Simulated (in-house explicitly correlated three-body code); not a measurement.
Two electrons around a point charge Z = 55.706. Computed variationally in 260 exponentially correlated functions with an in-house code, non-relativistic, converged to about 10⁻⁸ of the energy. Wanted, and plotted below: the bound S and P states that converged, by term and principal number n, on a logarithmic scale of binding.

The ground state is bound by 41.28 keV. The n = 2 states drawn run, from the deepest, 2 ³S (10.27 keV), 2 ³P (10.21 keV), 2 ¹S (10.21 keV), 2 ¹P (10.17 keV). Exchange puts 2 ³S below 2 ¹S by 64.7 eV and 2 ³P below 2 ¹P by 49.5 eV. Quantum defects n − (Z − 1)/√(2 E(binding)): 2 ³S 0.009, 2 ³P 0.003, 2 ¹S 0.003, 2 ¹P −0.001.

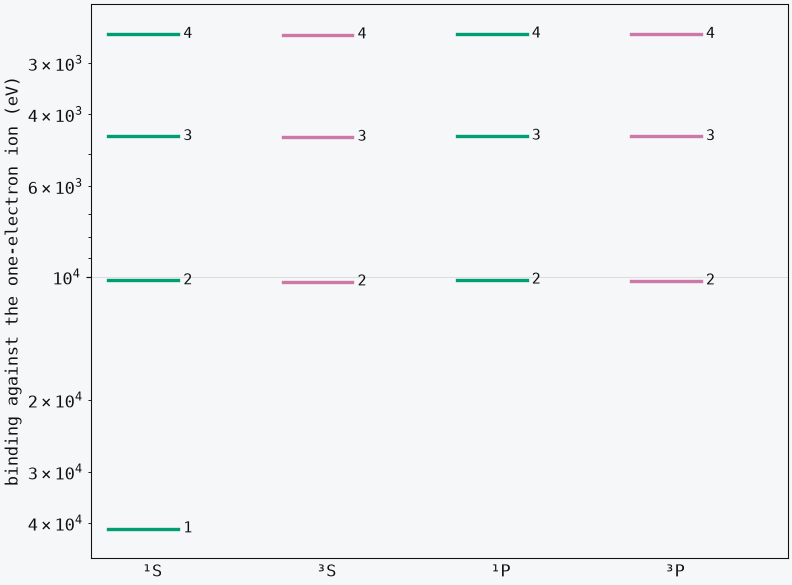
